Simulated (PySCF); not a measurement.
**C2H3NOSi (SMILES N#C[SiH2]C=O) at 5 levels**

Wanted: a comparison of 5 runs (HF/3-21G, B3LYP/6-31G*, TPSS/6-31G*, wB97X/cc-pVTZ) of C2H3NOSi. Input form: a Python script.

Program for the calculation: PySCF 2.14.0.

**1. Starting point**

The species is C2H3NOSi (8 atoms), meant as a singlet with charge 0. As SMILES, `N#C[SiH2]C=O`. Geometry: relaxed at GFN2-xTB. This is one conformer, not always the lowest.

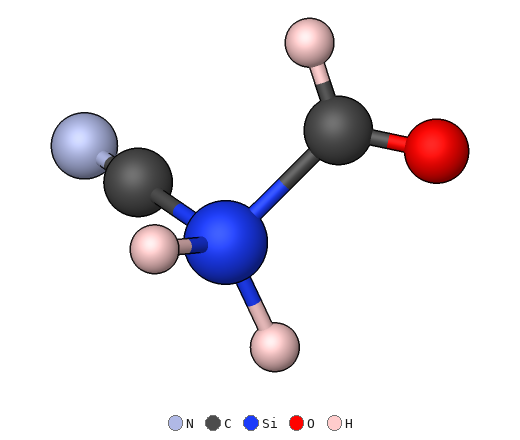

Viewed from a chosen angle; nitrogen light blue, carbon dark grey, silicon blue, oxygen red, hydrogen pink.

**2. Energy and gradient at HF/3-21G (run 1)**

Contents of input.xyz:

```xyz
8
C2H3NOSi
N     -1.618340    -1.453970     1.783830
C     -0.852400    -0.757080     1.293620
Si     0.399020     0.378190     0.498650
C      0.157160     0.086150    -1.388330
O      1.066670    -0.132910    -2.144340
H     -0.007570     1.747870     0.811940
H      1.736510    -0.006750     0.928760
H     -0.881050     0.138500    -1.784120
```

Contents of job.py:

```python
from pyscf import gto, scf

molecule = gto.M(
    atom='input.xyz',
    verbose=4,
    max_memory=1860,
    basis='3-21g',
)

myscf = scf.RHF(molecule)
myscf.conv_tol = 1e-10
myscf.kernel()
if not myscf.converged:
    myscf = myscf.newton().run(myscf.mo_coeff, myscf.mo_occ)

e_final = myscf.e_tot
print('E(%s) = %.9f' % ('HF', e_final))
grad = myscf.nuc_grad_method().kernel()
myscf.analyze()
```

Run with:

```console
$ OMP_NUM_THREADS=1 python job.py
```

What it wrote:

```text
PySCF version 2.14.0

[... 84 lines left out ...]
Total Energy =                        -493.001828163122923
[... 7 lines left out ...]
MO #1   energy= -68.363657020405   occ= 2
[... 5 lines left out ...]
MO #7   energy= -4.26665097567897  occ= 2
[... 5 lines left out ...]
MO #13  energy= -0.79147715477352  occ= 2
[... 5 lines left out ...]
MO #19  energy= -0.531603974271123 occ= 2
[... 5 lines left out ...]
MO #25  energy= 0.143535596306467  occ= 0
[... 5 lines left out ...]
MO #31  energy= 0.366989672868951  occ= 0
[... 5 lines left out ...]
MO #37  energy= 0.925189114210724  occ= 0
[... 5 lines left out ...]
MO #43  energy= 1.24530460414569   occ= 0
[... 5 lines left out ...]
MO #49  energy= 1.64271403494549   occ= 0
[... 5 lines left out ...]
MO #55  energy= 3.36568139948926   occ= 0
[... 27 lines left out ...]
pop of  2 Si 3px          0.77581
pop of  2 Si 3py          0.78201
pop of  2 Si 3pz          0.69243
pop of  2 Si 4px          0.01677
pop of  2 Si 4py          0.01622
pop of  2 Si 4pz          0.01925
pop of  3 C 1s            1.99976
pop of  3 C 2s            1.06175
pop of  3 C 3s            0.00726
pop of  3 C 2px           0.98509
pop of  3 C 2py           0.79700
pop of  3 C 2pz           1.07895
pop of  3 C 3px           0.01442
pop of  3 C 3py           0.00274
pop of  3 C 3pz           0.01160
pop of  4 O 1s            1.99979
pop of  4 O 2s            1.68979
pop of  4 O 3s            0.00365
pop of  4 O 2px           1.67835
pop of  4 O 2py           1.21154
pop of  4 O 2pz           1.73133
pop of  4 O 3px           0.00225
pop of  4 O 3py           0.00017
pop of  4 O 3pz           0.00300
pop of  5 H 1s            1.08287
pop of  5 H 2s            0.00177
pop of  6 H 1s            1.07072
pop of  6 H 2s            0.00177
pop of  7 H 1s            0.91508
pop of  7 H 2s            0.01070
 ** Mulliken atomic charges  **
charge of    0N =     -0.12143
charge of    1C =     -0.20251
charge of    2Si =      0.68528
charge of    3C =      0.04142
charge of    4O =     -0.31986
charge of    5H =     -0.08464
charge of    6H =     -0.07249
charge of    7H =      0.07423
Dipole moment(X, Y, Z, Debye):  0.64692,  2.57803,  0.27027
```

It took 1.9 s on 1 thread of Intel Xeon at 2.70GHz, shared host; peak memory 0.13 GiB.

**3. Energy and forces at B3LYP/6-31G(d) (spherical functions) (run 2)**

Contents of job.py:

```python
# N#C[SiH2]C=O
import pyscf.grad
from pyscf import gto, dft

mol = gto.M(
    atom='''
N     -3.058219    -2.747605     3.370950
C     -1.610803    -1.430674     2.444588
Si     0.754039     0.714676     0.942312
C      0.296989     0.162800    -2.623563
O      2.015714    -0.251163    -4.052215
H     -0.014305     3.302996     1.534344
H      3.281528    -0.012756     1.755102
H     -1.664943     0.261727    -3.371498
''',
    verbose=4,
    max_memory=1860,
    basis='6-31g*',
    charge=0,
    unit='bohr',
)

mf = dft.RKS(mol)
mf.xc = 'b3lyp'
mf.conv_tol = 1e-10
mf.grids.level = 5
mf.kernel()
if not mf.converged:
    mf = mf.newton().run(mf.mo_coeff, mf.mo_occ)

energy = mf.e_tot
print('E = %.10f Eh' % energy)
grad = mf.Gradients().kernel()
dip = mf.dip_moment()
pop, q = mf.mulliken_pop()
```

Run with:

```console
$ OMP_NUM_THREADS=1 python job.py
```

What it wrote:

```text
PySCF version 2.14.0

[... 78 lines left out ...]
converged SCF energy = -497.435327472223
[... 13 lines left out ...]
Dipole moment(X, Y, Z, Debye):  0.88881,  2.44778, -0.12052
[... 50 lines left out ...]
pop of  3 C 2px           0.74560
pop of  3 C 2py           0.46061
pop of  3 C 2pz           0.74080
pop of  3 C 3px           0.17854
pop of  3 C 3py           0.26766
pop of  3 C 3pz           0.21146
pop of  3 C 3dxy          0.00778
pop of  3 C 3dyz          0.00605
pop of  3 C 3dz^2         0.02475
pop of  3 C 3dxz          0.01957
pop of  3 C 3dx2-y2       0.01581
pop of  4 O 1s            1.99730
pop of  4 O 2s            0.93189
pop of  4 O 3s            0.93900
pop of  4 O 2px           1.03686
pop of  4 O 2py           0.75335
pop of  4 O 2pz           1.06142
pop of  4 O 3px           0.50884
pop of  4 O 3py           0.49127
pop of  4 O 3pz           0.56803
pop of  4 O 3dxy          0.00652
pop of  4 O 3dyz          0.00480
pop of  4 O 3dz^2         0.00593
pop of  4 O 3dxz          0.00723
pop of  4 O 3dx2-y2       0.00462
pop of  5 H 1s            0.51155
pop of  5 H 2s            0.52345
pop of  6 H 1s            0.51224
pop of  6 H 2s            0.50808
pop of  7 H 1s            0.53246
pop of  7 H 2s            0.33156
 ** Mulliken atomic charges  **
charge of    0N =     -0.21955
charge of    1C =     -0.01809
charge of    2Si =      0.41500
charge of    3C =      0.05905
charge of    4O =     -0.31706
charge of    5H =     -0.03500
charge of    6H =     -0.02033
charge of    7H =      0.13598
```

Run time: 29 s. Hardware: 1 thread of Intel Xeon at 2.70GHz, shared host; peak memory 0.79 GiB.

Runs 3 to 4 aren't shown in full; the table further down has their settings and results.

**4. Energy and forces at wB97X/cc-pVTZ (run 5)**

Contents of input.py:

```python
from pyscf import gto, dft

mol = gto.M(
    atom=[
    ('N', (-1.618340, -1.453970, 1.783830)),
    ('C', (-0.852400, -0.757080, 1.293620)),
    ('Si', (0.399020, 0.378190, 0.498650)),
    ('C', (0.157160, 0.086150, -1.388330)),
    ('O', (1.066670, -0.132910, -2.144340)),
    ('H', (-0.007570, 1.747870, 0.811940)),
    ('H', (1.736510, -0.006750, 0.928760)),
    ('H', (-0.881050, 0.138500, -1.784120)),
],
    basis='cc-pvtz',
    max_memory=1860,
    spin=0,
    verbose=3,
)

ks = dft.RKS(mol)
ks.xc = 'wb97x'
ks.grids.level = 5
ks.conv_tol = 1e-10
ks.kernel()
if not ks.converged:
    ks = ks.newton().run(ks.mo_coeff, ks.mo_occ)

etot = ks.e_tot
print('E = %.10f Eh' % etot)
grad = ks.nuc_grad_method().kernel()
dip = ks.dip_moment()
pop, q = ks.mulliken_pop()
```

Run with:

```console
$ OMP_NUM_THREADS=1 python input.py
```

What it wrote:

```text
converged SCF energy = -497.46468336687
[... 9 lines left out ...]
Dipole moment(X, Y, Z, Debye):  0.86664,  2.54267, -0.01789
[... 166 lines left out ...]
pop of  5 H 3dz^2         0.00012
pop of  5 H 3dxz          0.00001
pop of  5 H 3dx2-y2       0.00026
pop of  6 H 1s            0.24855
pop of  6 H 2s            0.50290
pop of  6 H 3s            0.19341
pop of  6 H 2px           0.00251
pop of  6 H 2py           0.00029
pop of  6 H 2pz           0.00034
pop of  6 H 3px           0.00372
pop of  6 H 3py           0.00239
pop of  6 H 3pz           0.00293
pop of  6 H 3dxy          0.00020
pop of  6 H 3dyz          0.00002
pop of  6 H 3dz^2         0.00012
pop of  6 H 3dxz          0.00023
pop of  6 H 3dx2-y2       0.00025
pop of  7 H 1s            0.27117
pop of  7 H 2s            0.49950
pop of  7 H 3s            0.11318
pop of  7 H 2px           0.00633
pop of  7 H 2py           0.00062
pop of  7 H 2pz           0.00173
pop of  7 H 3px          -0.00105
pop of  7 H 3py           0.00437
pop of  7 H 3pz           0.01011
pop of  7 H 3dxy          0.00047
pop of  7 H 3dyz          0.00004
pop of  7 H 3dz^2         0.00037
pop of  7 H 3dxz          0.00117
pop of  7 H 3dx2-y2       0.00049
 ** Mulliken atomic charges  **
charge of    0N =      0.00868
charge of    1C =     -0.28669
charge of    2Si =      0.32508
charge of    3C =      0.01080
charge of    4O =     -0.22043
charge of    5H =      0.02894
charge of    6H =      0.04214
charge of    7H =      0.09149
```

Run time: 5.6 min. Hardware: 1 thread of Intel Xeon at 2.70GHz, shared host; peak memory 3 GiB.

**5. The series**

```csv
run,level,integration grid,Cartesian functions,energy (Eh),dipole moment (D),HOMO energy (eV),LUMO energy (eV),wall time
1,HF/3-21G,–,no,-493.001828,2.67,-11.06,2.50,1.9 s
2,B3LYP/6-31G* (spherical functions),5,no,-497.435327,2.61,-7.19,-2.12,29 s
3,TPSS/6-31G* (spherical functions),5,no,-497.474068,2.55,-6.04,-2.88,55 s
4,B3LYP/6-31G* (Cartesian functions),5,yes,-497.442005,2.61,-7.20,-2.13,36 s
5,wB97X/cc-pVTZ,5,no,-497.464683,2.69,-10.03,0.15,5.6 min
```

**6. Summary of results**

| quantity | value |
| --- | --- |
| run 5: total energy | -497.46468 Eh |
| run 5: dipole moment | 2.69 D |
| run 5: HOMO energy | -10.03 eV |
| run 5: LUMO energy | 0.15 eV |
| run 5: HOMO–LUMO gap | 10.19 eV |
| run 5: largest force on an atom | 0.704 eV/Å |

In words: The dipole moment (its size) runs from 2.55 D (TPSS/6-31G*) to 2.69 D (wB97X/cc-pVTZ). The two ends differ in method and basis. The HOMO–LUMO gap runs from 3.16 eV (TPSS/6-31G*) to 13.56 eV (HF/3-21G). Totals of different functionals can't be ranked against each other. All runs together took 7.6 min, the longest 5.6 min.
